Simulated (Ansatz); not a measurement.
BH₂OF₃: several calculations on one system

### Relaxation

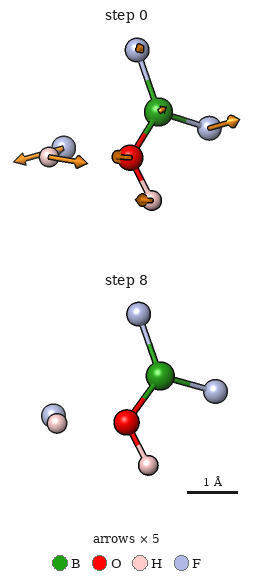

The structure of BH₂OF₃ before (top) and after (bottom) a relaxation, at one scale. The orange arrows give the displacements, 5 times their true length.

The picture is a ball-and-stick view, seen at a tilt.

The run prepares an end point of a later path (reaction) calculation, from a guessed geometry.

Computed with RKS PBE0-D4/def2-SVP (Ansatz). Settings: no spin polarisation; force threshold 0.03 eV/Å; at most 50 steps.

**What changed between the two?**

An F atom moves most after the best rigid fit: 0.21 Å. Largest moves by element: F 0.21 Å, H 0.18 Å, O 0.15 Å, B 0.04 Å. Some distances before and after: B–O 1.379 → 1.359 Å, F–H 0.924 → 0.930 Å. The energy falls by 0.029 eV in 8 geometry steps. Largest force component: 0.92 eV/Å at the start, 0.014 eV/Å at the end. The run took 14 s on 1 thread of Intel(R) Xeon(R) 6975P-C (Granite Rapids), on a shared host, peak memory 0.17 GiB.

Limits of the set-up: the start holds two separate molecules, 2.2 Å apart at their closest, whose relative position is a soft coordinate.

### Relaxation

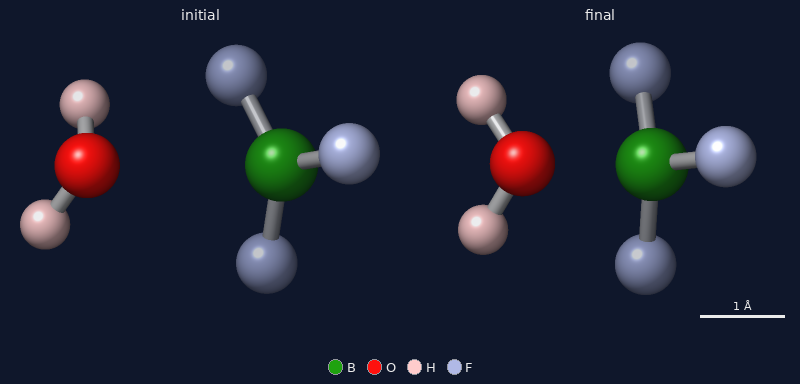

The structure of BH2OF3 before (left) and after (right) a relaxation, at one scale.

Style: ball-and-stick. Shown at a tilt.

The run prepares an end point of a later path (reaction) calculation, from a guessed geometry.

Level of theory: RKS PBE0-D4/def2-SVP in Ansatz 0.2.0. Settings: no spin polarisation; force threshold 0.03 eV/Å; at most 50 steps.

### Summarise the run.

The energy falls by 33.9 kJ/mol in 6 geometry steps. The largest force component goes from 0.89 to 0.01 eV/Å. The largest move after the best rigid fit is that of the O atom, 0.47 Å. By element the largest moves are O 0.47 Å, H 0.47 Å, B 0.37 Å, F 0.30 Å. Some distances before and after: B–O 2.597 → 1.753 Å, B–F 1.314 → 1.353 Å, B–F 1.309 → 1.337 Å, H–O 0.983 → 0.968 Å. Bond angles that change, for instance: F–B–F 120.7° → 116.7°, F–B–F 119.1° → 115.9°, H–O–H 103.5° → 106.8°.

### Path

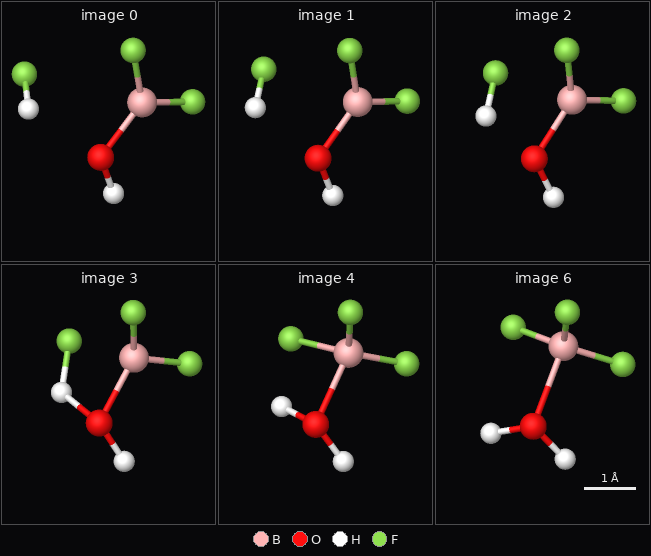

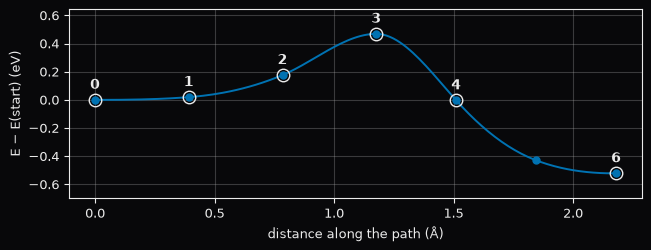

NEB run on BH$_{2}$OF$_{3}$. Images are numbered from 0 (start) to 6 (end). Style: ball-and-stick. Shown at a tilt.

Method: RKS PBE0-D4/def2-SVP in Ansatz. Set-up: 5 movable images; climbing image; force threshold 0.05 eV/Å; iteration limit 60; starting path through a guess of the saddle point.

> Read off the barrier and say what moves.

Breaking: F–H (0.93 → 2.30 Å). Forming: B–F (2.71 → 1.35 Å), H–O (1.89 → 0.97 Å). The highest point, image 3, lies 0.47 eV above the start and 0.99 eV above the end; the end is at −0.52 eV relative to the start. The band converged in 10 iterations, with a climbing image at the top. At the top, the vibrational analysis gives one imaginary mode (929i cm⁻¹), as a transition state must have.

The run took 76 s on 1 thread of Intel(R) Xeon(R) 6975P-C (Granite Rapids), on a shared host, peak memory 0.17 GiB.
